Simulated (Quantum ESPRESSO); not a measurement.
**SrMn2As2: a ladder in cutoff, mesh and threshold together**

Two starts of SrMn2As2 are run at each rung of cutoff, mesh and threshold together.

Calculated with Quantum ESPRESSO 7.5; LDA; plane waves with GBRV 1.5 LDA potentials, no spin-orbit coupling (settings of the first rung).

### 1. The structure

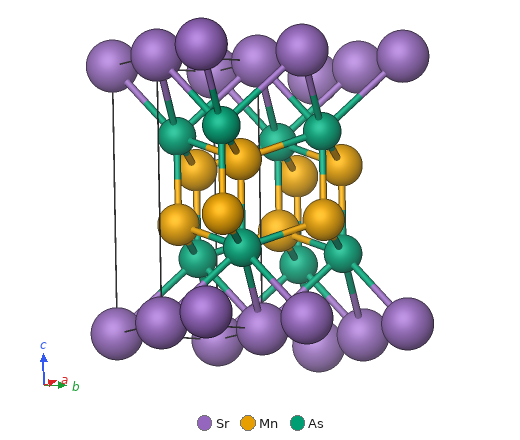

The cell as given, slightly off an axis (strontium purple, manganese orange, arsenic teal). 2×2×1 cells are drawn. Bonds to atoms that aren't drawn are left out. Some periodic images of atoms are drawn too.

The cell comes from Materials Project 2023-11-01, a database of computed structures, and need not be the stable phase.

### 2. Rung 1, start ferro ++

pw.in reads:

```
&CONTROL
  calculation = 'scf'
  prefix = 'pwscf'
  outdir = './tmp'
  pseudo_dir = './pseudo'
  disk_io = 'nowf'
/
&SYSTEM
  ibrav = 0
  celldm(1) = 8
  nat = 5
  ntyp = 3
  ecutwfc = 22
  ecutrho = 154
  nbnd = 38
  occupations = 'smearing'
  smearing = 'fd'
  degauss = 0.00999582
  nspin = 2
  starting_magnetization(1) = 0
  starting_magnetization(2) = 0.2333
  starting_magnetization(3) = 0
/
&ELECTRONS
  conv_thr = 5d-06
  electron_maxstep = 150
  mixing_beta = 0.3
/
ATOMIC_SPECIES
Sr     87.6200 sr_lda_v1.uspp.F.UPF
Mn     54.9380 mn_lda_v1.5.uspp.F.UPF
As     74.9216 as_lda_v1.uspp.F.UPF
CELL_PARAMETERS alat
   0.9628886845732    0.0000000000000    0.0000000000000
  -0.4814443422984    0.8338860618582    0.0000000000000
   0.0000000000000    0.0000000000000    1.7365324055280
ATOMIC_POSITIONS crystal
Sr      0.0000000000    0.0000000000    0.0000000000
Mn      0.6666666700    0.3333333300    0.3876830000
Mn      0.3333333300    0.6666666700    0.6123170000
As      0.6666666700    0.3333333300    0.7179570000
As      0.3333333300    0.6666666700    0.2820430000
K_POINTS automatic
4 4 2 0 0 0
```

Started as:

```console
$ OMP_NUM_THREADS=1 mpirun -n 2 pw.x -nk 2 -in pw.in > pw.out
```

Output:

```text
Program PWSCF v.7.5 starts

     Message from routine setup:
     using ibrav=0 with symmetry is DISCOURAGED, use correct ibrav instead

     K-points division:     npool     =       2
     Subspace diagonalization in iterative solution of the eigenvalue problem:

     bravais-lattice index     =            0
     lattice parameter (alat)  =       8.0000  a.u.
     unit-cell volume          =     713.8972 (a.u.)^3
     number of atoms/cell      =            5
     number of atomic types    =            3
     number of electrons       =        50.00
     number of Kohn-Sham states=           38
     kinetic-energy cutoff     =      22.0000  Ry
     charge density cutoff     =     154.0000  Ry
     scf convergence threshold =      5.0E-06
     mixing beta               =       0.3000
     number of iterations used =            8  plain     mixing
     Exchange-correlation= SLA  PZ   NOGX NOGC
                           (   1   1   0   0   0   0   0)

     celldm(1)=   8.000000  celldm(2)=   0.000000  celldm(3)=   0.000000
     celldm(4)=   0.000000  celldm(5)=   0.000000  celldm(6)=   0.000000

     crystal axes: (cart. coord. in units of alat)
               a(1) = (   0.962889   0.000000   0.000000 )
               a(2) = (  -0.481444   0.833886   0.000000 )
               a(3) = (   0.000000   0.000000   1.736532 )

     reciprocal axes: (cart. coord. in units 2 pi/alat)
               b(1) = (  1.038542  0.599602 -0.000000 )
               b(2) = (  0.000000  1.199205  0.000000 )
               b(3) = (  0.000000 -0.000000  0.575860 )

     PseudoPot. # 1 for Sr read from file:
     sr_lda_v1.uspp.F.UPF
     Pseudo is Ultrasoft + core correction, Zval = 10.0

     PseudoPot. # 2 for Mn read from file:
     mn_lda_v1.5.uspp.F.UPF
     Pseudo is Ultrasoft + core correction, Zval = 15.0

     PseudoPot. # 3 for As read from file:
     as_lda_v1.uspp.F.UPF
     Pseudo is Ultrasoft + core correction, Zval =  5.0

     atomic species   valence    mass     pseudopotential
     Sr               10.00    87.62000     Sr( 1.00)
     Mn               15.00    54.93800     Mn( 1.00)
     As                5.00    74.92160     As( 1.00)

     Starting magnetic structure
     atomic species   magnetization
     Sr              0.000
     Mn              0.233
     As              0.000

     12 Sym. Ops., with inversion, found

   Cartesian axes

     site n.     atom                  positions (alat units)
         1        Sr     tau(   1) = (   0.0000000   0.0000000   0.0000000  )
         2        Mn     tau(   2) = (   0.4814443   0.2779620   0.6732241  )
         3        Mn     tau(   3) = (  -0.0000000   0.5559240   1.0633083  )
         4        As     tau(   4) = (   0.4814443   0.2779620   1.2467556  )
         5        As     tau(   5) = (  -0.0000000   0.5559240   0.4897768  )

     number of k points=     8  Fermi-Dirac smearing, width (Ry)=  0.0100
                       cart. coord. in units 2pi/alat
        k(    1) = (   0.0000000   0.0000000   0.0000000), wk =   0.0312500
        k(    2) = (   0.0000000   0.0000000  -0.2879301), wk =   0.0312500
        k(    3) = (   0.0000000   0.2998011   0.0000000), wk =   0.1875000
        k(    4) = (   0.0000000   0.2998011  -0.2879301), wk =   0.1875000
        k(    5) = (   0.0000000  -0.5996023   0.0000000), wk =   0.0937500
        k(    6) = (   0.0000000  -0.5996023  -0.2879301), wk =   0.0937500
        k(    7) = (   0.2596354   0.4497017   0.0000000), wk =   0.1875000
        k(    8) = (   0.2596354   0.4497017  -0.2879301), wk =   0.1875000

     Dense  grid:    22999 G-vectors     FFT dimensions: (  32,  32,  60)

     Smooth grid:     9953 G-vectors     FFT dimensions: (  24,  24,  45)

     Check: negative core charge=   -0.000031
     Generating pointlists ...
     new r_m :   0.3056 (alat units)  2.4450 (a.u.) for type    1
     new r_m :   0.2366 (alat units)  1.8927 (a.u.) for type    2
     new r_m :   0.2366 (alat units)  1.8927 (a.u.) for type    3

     Initial potential from superposition of free atoms

     starting charge      48.9724, renormalised to      50.0000

     negative rho (up, down):  3.154E-02 3.155E-02
     Starting wfcs are   47 randomized atomic wfcs

     Self-consistent Calculation

     iteration #  1     ecut=    22.00 Ry     beta= 0.30
     Davidson diagonalization with overlap
     ethr =  1.00E-02,  avg # of iterations =  2.4

     negative rho (up, down):  3.126E-02 3.127E-02

     total energy              =    -570.56869460 Ry
     estimated scf accuracy    <       2.69199933 Ry

     total magnetization       =     5.26 Bohr mag/cell
     absolute magnetization    =     5.53 Bohr mag/cell

     iteration #  2     ecut=    22.00 Ry     beta= 0.30
     Davidson diagonalization with overlap
     ethr =  5.38E-03,  avg # of iterations =  2.1

     negative rho (up, down):  3.121E-02 3.122E-02

     total energy              =    -570.68730494 Ry
     estimated scf accuracy    <       3.62859574 Ry

     total magnetization       =     4.10 Bohr mag/cell
     absolute magnetization    =     4.86 Bohr mag/cell

     [... further iterations left out ...]

     iteration #  8     ecut=    22.00 Ry     beta= 0.30
     Davidson diagonalization with overlap
     ethr =  3.79E-07,  avg # of iterations =  1.5

     negative rho (up, down):  3.171E-02 3.177E-02

     total energy              =    -571.19734981 Ry
     estimated scf accuracy    <       0.00003573 Ry

     total magnetization       =     5.76 Bohr mag/cell
     absolute magnetization    =     6.21 Bohr mag/cell

     iteration #  9     ecut=    22.00 Ry     beta= 0.30
     Davidson diagonalization with overlap
     ethr =  7.15E-08,  avg # of iterations =  1.3

     negative rho (up, down):  3.171E-02 3.177E-02

     Magnetic moment per site  (integrated on atomic sphere of radius R)
     atom   1 (R=0.306)  charge=  8.1449  magn=  0.0054
     atom   2 (R=0.237)  charge= 13.1496  magn=  2.7266
     atom   3 (R=0.237)  charge= 13.1496  magn=  2.7266
     atom   4 (R=0.237)  charge=  2.7086  magn= -0.0738
     atom   5 (R=0.237)  charge=  2.7086  magn= -0.0738

     End of self-consistent calculation

     [... lines left out ...]
     the Fermi energy is     9.2959 ev

!    total energy              =    -571.19735896 Ry
     estimated scf accuracy    <       0.00000200 Ry
     smearing contrib. (-TS)   =      -0.02361581 Ry
     internal energy E=F+TS    =    -571.17374315 Ry

     The total energy is F=E-TS. E is the sum of the following terms:
     one-electron contribution =    -357.01714110 Ry
     hartree contribution      =     194.83296766 Ry
     xc contribution           =    -132.74639982 Ry
     ewald contribution        =    -276.24316988 Ry

     total magnetization       =     5.75 Bohr mag/cell
     absolute magnetization    =     6.21 Bohr mag/cell

     convergence has been achieved in   9 iterations

=------------------------------------------------------------------------------=
   JOB DONE.
=------------------------------------------------------------------------------=
```

The job ended after 8.3 s (2 MPI ranks of Intel Xeon 6975P-C (Granite Rapids), shared host; peak memory 0.22 GiB).

Spin moment in the atom's sphere by atom:

```tsv
atom	spin moment in the atom's sphere (μB)
Sr1	0.01
Mn2	2.73
Mn3	2.73
As4	-0.07
As5	-0.07
```

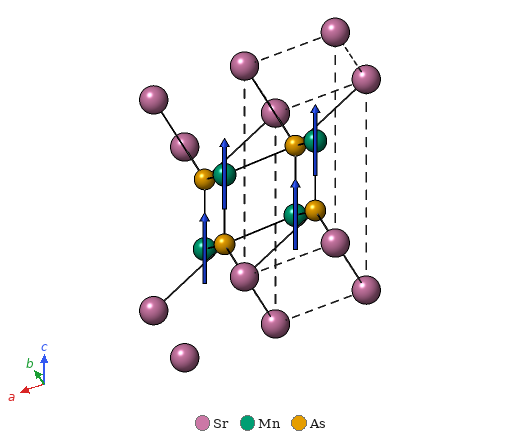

Spin moment in the atom's sphere as arrows, the longest 2.73 μB. Up and down stand for the sign. Arrows give size and sign along the axis of quantisation, drawn up and down the page. Bonds to atoms that aren't drawn are left out. 2×1×1 cells are drawn. Some periodic images of atoms are drawn too.

This step gave:

```yaml
magnetization: 5.755 μB
final_state: ferromagnetic
```

### 3. Rung 1, start antiferro +-

Changes to pw.in since step 2:

```diff
@@ -11,6 +11,6 @@
   nat = 5
-  ntyp = 3
+  ntyp = 4
   ecutwfc = 22
   ecutrho = 154
-  nbnd = 38
+  nbnd = 34
   occupations = 'smearing'
@@ -21,3 +21,4 @@
   starting_magnetization(2) = 0.2333
-  starting_magnetization(3) = 0
+  starting_magnetization(3) = -0.2333
+  starting_magnetization(4) = 0
 /
@@ -30,3 +31,4 @@
 Sr     87.6200 sr_lda_v1.uspp.F.UPF
-Mn     54.9380 mn_lda_v1.5.uspp.F.UPF
+Mn1    54.9380 mn_lda_v1.5.uspp.F.UPF
+Mn2    54.9380 mn_lda_v1.5.uspp.F.UPF
 As     74.9216 as_lda_v1.uspp.F.UPF
@@ -38,4 +40,4 @@
 Sr      0.0000000000    0.0000000000    0.0000000000
-Mn      0.6666666700    0.3333333300    0.3876830000
-Mn      0.3333333300    0.6666666700    0.6123170000
+Mn1     0.6666666700    0.3333333300    0.3876830000
+Mn2     0.3333333300    0.6666666700    0.6123170000
 As      0.6666666700    0.3333333300    0.7179570000
```

Output:

```text
     [... lines left out ...]
Program PWSCF v.7.5 starts
     [... lines left out ...]
     number of atoms/cell      =            5
     [... lines left out ...]
     number of electrons       =        50.00
     number of Kohn-Sham states=           34
     kinetic-energy cutoff     =      22.0000  Ry
     charge density cutoff     =     154.0000  Ry
     scf convergence threshold =      5.0E-06
     [... lines left out ...]
      6 Sym. Ops. (no inversion) found
     [... lines left out ...]
     number of k points=     8  Fermi-Dirac smearing, width (Ry)=  0.0100
     [... lines left out ...]
     iteration # 11     ecut=    22.00 Ry     beta= 0.30
     [... lines left out ...]
     Magnetic moment per site  (integrated on atomic sphere of radius R)
     atom   1 (R=0.306)  charge=  8.1402  magn= -0.0000
     atom   2 (R=0.237)  charge= 13.1350  magn=  3.1751
     atom   3 (R=0.237)  charge= 13.1350  magn= -3.1749
     atom   4 (R=0.237)  charge=  2.7314  magn=  0.0135
     atom   5 (R=0.237)  charge=  2.7316  magn= -0.0134
     [... lines left out ...]
     the Fermi energy is     9.3752 ev
!    total energy              =    -571.22585226 Ry
     estimated scf accuracy    <       0.00000488 Ry
     smearing contrib. (-TS)   =      -0.01212273 Ry
     [... lines left out ...]
     total magnetization       =     0.00 Bohr mag/cell
     absolute magnetization    =     7.22 Bohr mag/cell
     convergence has been achieved in  11 iterations
```

Elapsed: 9.4 s, on 2 MPI ranks; peak memory 0.23 GiB; 18 s of CPU time.

Spin moment in the atom's sphere by atom:

```tsv
atom	spin moment in the atom's sphere (μB)
Sr1	0.00
Mn2	3.18
Mn3	-3.17
As4	0.01
As5	-0.01
```

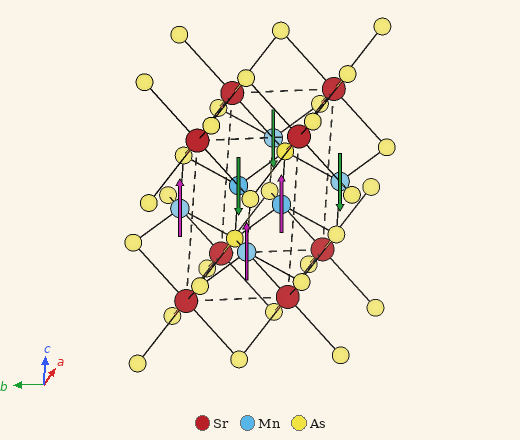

Spin moment in the atom's sphere as arrows, the longest 3.18 μB. Up and down stand for the sign. Arrows give size and sign along the axis of quantisation, drawn up and down the page. The two directions have two colours. Some periodic images of atoms are drawn too.

Read from the output:

```
magnetization : 0 μB
final state   : antiferromagnetic
```

### 4. Rung 2, start ferro ++

pw.in reads:

```
&CONTROL
  calculation = 'scf'
  prefix = 'pwscf'
  outdir = './tmp'
  pseudo_dir = './pseudo'
  disk_io = 'nowf'
/
&SYSTEM
  ibrav = 0
  celldm(1) = 8
  nat = 5
  ntyp = 3
  ecutwfc = 30
  ecutrho = 210
  nbnd = 38
  occupations = 'smearing'
  smearing = 'fd'
  degauss = 0.00999582
  nspin = 2
  starting_magnetization(1) = 0
  starting_magnetization(2) = 0.2333
  starting_magnetization(3) = 0
/
&ELECTRONS
  conv_thr = 5d-07
  electron_maxstep = 150
  mixing_beta = 0.3
/
ATOMIC_SPECIES
Sr     87.6200 sr_lda_v1.uspp.F.UPF
Mn     54.9380 mn_lda_v1.5.uspp.F.UPF
As     74.9216 as_lda_v1.uspp.F.UPF
CELL_PARAMETERS alat
   0.9628886845732    0.0000000000000    0.0000000000000
  -0.4814443422984    0.8338860618582    0.0000000000000
   0.0000000000000    0.0000000000000    1.7365324055280
ATOMIC_POSITIONS crystal
Sr      0.0000000000    0.0000000000    0.0000000000
Mn      0.6666666700    0.3333333300    0.3876830000
Mn      0.3333333300    0.6666666700    0.6123170000
As      0.6666666700    0.3333333300    0.7179570000
As      0.3333333300    0.6666666700    0.2820430000
K_POINTS automatic
6 6 6 0 0 0
```

Output:

```text
     [... lines left out ...]
Program PWSCF v.7.5 starts
     [... lines left out ...]
     number of atoms/cell      =            5
     [... lines left out ...]
     number of electrons       =        50.00
     number of Kohn-Sham states=           38
     kinetic-energy cutoff     =      30.0000  Ry
     charge density cutoff     =     210.0000  Ry
     scf convergence threshold =      5.0E-07
     [... lines left out ...]
     12 Sym. Ops., with inversion, found
     [... lines left out ...]
     number of k points=    34  Fermi-Dirac smearing, width (Ry)=  0.0100
     [... lines left out ...]
     iteration # 12     ecut=    30.00 Ry     beta= 0.30
     [... lines left out ...]
     Magnetic moment per site  (integrated on atomic sphere of radius R)
     atom   1 (R=0.306)  charge=  8.1467  magn=  0.0029
     atom   2 (R=0.237)  charge= 13.1108  magn=  2.5806
     atom   3 (R=0.237)  charge= 13.1108  magn=  2.5806
     atom   4 (R=0.237)  charge=  2.7066  magn= -0.0760
     atom   5 (R=0.237)  charge=  2.7066  magn= -0.0760
     [... lines left out ...]
     the Fermi energy is     9.2838 ev
!    total energy              =    -572.29436693 Ry
     estimated scf accuracy    <       0.00000005 Ry
     smearing contrib. (-TS)   =      -0.02115723 Ry
     [... lines left out ...]
     total magnetization       =     5.44 Bohr mag/cell
     absolute magnetization    =     5.92 Bohr mag/cell
     convergence has been achieved in  12 iterations
```

The job ended after 42 s (2 MPI ranks; peak memory 0.35 GiB; 84 s of CPU time).

Numbers from this step:

```
magnetization  : 5.445 μB
final state    : ferromagnetic
largest moment : 2.581 μB
```

### 5. Rung 2, start antiferro +-

Changes to pw.in since step 4:

```diff
@@ -11,6 +11,6 @@
   nat = 5
-  ntyp = 3
+  ntyp = 4
   ecutwfc = 30
   ecutrho = 210
-  nbnd = 38
+  nbnd = 34
   occupations = 'smearing'
@@ -21,3 +21,4 @@
   starting_magnetization(2) = 0.2333
-  starting_magnetization(3) = 0
+  starting_magnetization(3) = -0.2333
+  starting_magnetization(4) = 0
 /
@@ -30,3 +31,4 @@
 Sr     87.6200 sr_lda_v1.uspp.F.UPF
-Mn     54.9380 mn_lda_v1.5.uspp.F.UPF
+Mn1    54.9380 mn_lda_v1.5.uspp.F.UPF
+Mn2    54.9380 mn_lda_v1.5.uspp.F.UPF
 As     74.9216 as_lda_v1.uspp.F.UPF
@@ -38,4 +40,4 @@
 Sr      0.0000000000    0.0000000000    0.0000000000
-Mn      0.6666666700    0.3333333300    0.3876830000
-Mn      0.3333333300    0.6666666700    0.6123170000
+Mn1     0.6666666700    0.3333333300    0.3876830000
+Mn2     0.3333333300    0.6666666700    0.6123170000
 As      0.6666666700    0.3333333300    0.7179570000
```

Output:

```text
     [... lines left out ...]
Program PWSCF v.7.5 starts
     [... lines left out ...]
     number of atoms/cell      =            5
     [... lines left out ...]
     number of electrons       =        50.00
     number of Kohn-Sham states=           34
     kinetic-energy cutoff     =      30.0000  Ry
     charge density cutoff     =     210.0000  Ry
     scf convergence threshold =      5.0E-07
     [... lines left out ...]
      6 Sym. Ops. (no inversion) found
     [... lines left out ...]
     number of k points=    34  Fermi-Dirac smearing, width (Ry)=  0.0100
     [... lines left out ...]
     iteration # 13     ecut=    30.00 Ry     beta= 0.30
     [... lines left out ...]
     Magnetic moment per site  (integrated on atomic sphere of radius R)
     atom   1 (R=0.306)  charge=  8.1421  magn=  0.0000
     atom   2 (R=0.237)  charge= 13.0950  magn=  3.0962
     atom   3 (R=0.237)  charge= 13.0951  magn= -3.0961
     atom   4 (R=0.237)  charge=  2.7306  magn=  0.0139
     atom   5 (R=0.237)  charge=  2.7306  magn= -0.0139
     [... lines left out ...]
     the Fermi energy is     9.4240 ev
!    total energy              =    -572.32110414 Ry
     estimated scf accuracy    <       0.00000010 Ry
     smearing contrib. (-TS)   =      -0.01228486 Ry
     [... lines left out ...]
     total magnetization       =     0.00 Bohr mag/cell
     absolute magnetization    =     7.09 Bohr mag/cell
     convergence has been achieved in  13 iterations
```

Wall time 47 s (2 MPI ranks); peak memory 0.35 GiB; 93 s of CPU time.

Numbers from this step:

- magnetization: 0 μB
- final state: antiferromagnetic
- largest moment: 3.096 μB

### 6. Rung 3, start ferro ++

pw.in reads:

```
&CONTROL
  calculation = 'scf'
  prefix = 'pwscf'
  outdir = './tmp'
  pseudo_dir = './pseudo'
  disk_io = 'nowf'
/
&SYSTEM
  ibrav = 0
  celldm(1) = 8
  nat = 5
  ntyp = 3
  ecutwfc = 40
  ecutrho = 280
  nbnd = 38
  occupations = 'smearing'
  smearing = 'fd'
  degauss = 0.00999582
  nspin = 2
  starting_magnetization(1) = 0
  starting_magnetization(2) = 0.2333
  starting_magnetization(3) = 0
/
&ELECTRONS
  conv_thr = 1d-08
  electron_maxstep = 150
  mixing_beta = 0.3
/
ATOMIC_SPECIES
Sr     87.6200 sr_lda_v1.uspp.F.UPF
Mn     54.9380 mn_lda_v1.5.uspp.F.UPF
As     74.9216 as_lda_v1.uspp.F.UPF
CELL_PARAMETERS alat
   0.9628886845732    0.0000000000000    0.0000000000000
  -0.4814443422984    0.8338860618582    0.0000000000000
   0.0000000000000    0.0000000000000    1.7365324055280
ATOMIC_POSITIONS crystal
Sr      0.0000000000    0.0000000000    0.0000000000
Mn      0.6666666700    0.3333333300    0.3876830000
Mn      0.3333333300    0.6666666700    0.6123170000
As      0.6666666700    0.3333333300    0.7179570000
As      0.3333333300    0.6666666700    0.2820430000
K_POINTS automatic
8 8 4 0 0 0
```

Output:

```text
     [... lines left out ...]
Program PWSCF v.7.5 starts
     [... lines left out ...]
     number of atoms/cell      =            5
     [... lines left out ...]
     number of electrons       =        50.00
     number of Kohn-Sham states=           38
     kinetic-energy cutoff     =      40.0000  Ry
     charge density cutoff     =     280.0000  Ry
     scf convergence threshold =      1.0E-08
     [... lines left out ...]
     12 Sym. Ops., with inversion, found
     [... lines left out ...]
     number of k points=    35  Fermi-Dirac smearing, width (Ry)=  0.0100
     [... lines left out ...]
     iteration # 14     ecut=    40.00 Ry     beta= 0.30
     [... lines left out ...]
     Magnetic moment per site  (integrated on atomic sphere of radius R)
     atom   1 (R=0.306)  charge=  8.1462  magn=  0.0015
     atom   2 (R=0.237)  charge= 13.1105  magn=  2.5644
     atom   3 (R=0.237)  charge= 13.1105  magn=  2.5644
     atom   4 (R=0.237)  charge=  2.7067  magn= -0.0767
     atom   5 (R=0.237)  charge=  2.7067  magn= -0.0767
     [... lines left out ...]
     the Fermi energy is     9.2898 ev
!    total energy              =    -572.33841462 Ry
     estimated scf accuracy    <          4.8E-09 Ry
     smearing contrib. (-TS)   =      -0.02105798 Ry
     [... lines left out ...]
     total magnetization       =     5.40 Bohr mag/cell
     absolute magnetization    =     5.88 Bohr mag/cell
     convergence has been achieved in  14 iterations
```

Wall time 75 s (2 MPI ranks); peak memory 0.47 GiB.

This step gave:

```
magnetization  : 5.399 μB
final state    : ferromagnetic
largest moment : 2.564 μB
```

(Continued in part 2 of 2.)

[Logs and program files are shortened in this print: banners, set-up blocks, solver, clock and traceback lines can be left out without a mark of their own.]

[Logs are printed without paths, hosts, clocks, repeated set-up lines and the standing remarks that a program may print on its own settings, such as how far it seeks lower states.]

[Hosts, paths, dates, database ids (printed as entryN), source tags and the programs' standing remarks are cut or masked in the printed files.]

[Where a cell is said to come from a database of computed structures, the database is the Materials Project.]
